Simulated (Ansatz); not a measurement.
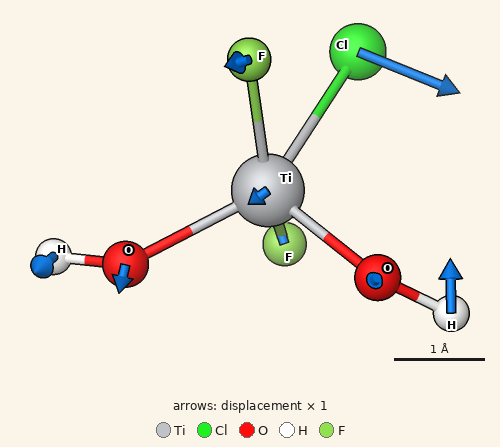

A relaxation of TiH$_{2}$O$_{2}$ClF$_{2}$ (multiplicity 2). The starting structure is drawn; blue arrows show the displacements, at their true length. The two geometries are superimposed by the best rigid fit.

The picture is a ball-and-stick view, seen at a tilt.

The run prepares an end point of a later path (reaction) calculation, from a guessed geometry.

Level of theory: Ansatz 0.2.0, UKS PBE/def2-SVP. (collinear spin; force threshold 0.03 eV/Å; at most 50 steps)

> Describe the change and its energy.

The Cl atom moves most after the best rigid fit: 1.25 Å. By element the largest moves are Cl 1.25 Å, F 0.73 Å, H 0.63 Å, O 0.35 Å, Ti 0.29 Å. Near-neighbour distances that change, for instance: Cl–Ti 2.400 → 3.071 Å, F–Ti 1.926 → 1.820 Å, O–Ti 1.815 → 1.779 Å, F–Ti 1.750 → 1.758 Å. Among the angles between lasting bonds that change: Cl–Ti–O 111.1° → 77.7°, F–Ti–F 141.0° → 109.4°, Cl–Ti–O 138.2° → 159.3°. Groups turn about O–Ti by about 45°. Over 27 accepted moves (28 points after the start) the energy falls by 7.72 kcal/mol. Largest force component: 1.2 eV/Å at the start, 0.028 eV/Å at the end. The line search rejected the trial step at point 7 of the run. The forces were under the threshold at step 13, but the run went on from there. The run took 73 s on 4 threads of Arm Neoverse V2, on a shared host, peak memory 0.26 GiB.
